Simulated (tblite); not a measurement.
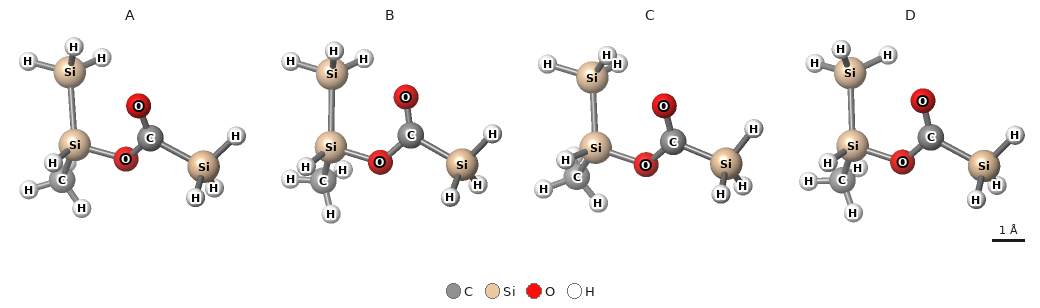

4 geometries from one relaxation of C2H10O2Si3, in shuffled order. The picture is a ball-and-stick view, seen at a tilt.

The calculation used GFN2-xTB geometry optimisation, gas phase (tblite). 

**Put them in the order of the run, from the start to the converged end.**

C, A, D, B. They are steps 0, 45, 80, 146, at +0.643 eV, +0.070 eV, +0.028 eV relative to the last. An H atom moves most after the best rigid fit: 1.04 Å. By element the largest moves are H 1.04 Å, O 0.78 Å, C 0.33 Å, Si 0.23 Å. Among the contacts that change: O–Si 3.117 → 2.648 Å, Si–Si 2.216 → 2.308 Å, C–Si 1.847 → 1.916 Å, C–O 1.368 → 1.315 Å. Bond angles that change, for instance: Si–Si–H 107.8° → 119.7°, C–Si–O 111.2° → 101.8°, O–Si–H 107.5° → 98.2°. Groups turn about C–Si by about 40°, C–Si by about 30°, O–Si by about 30°. After 146 geometry steps the energy has fallen by 0.643 eV.
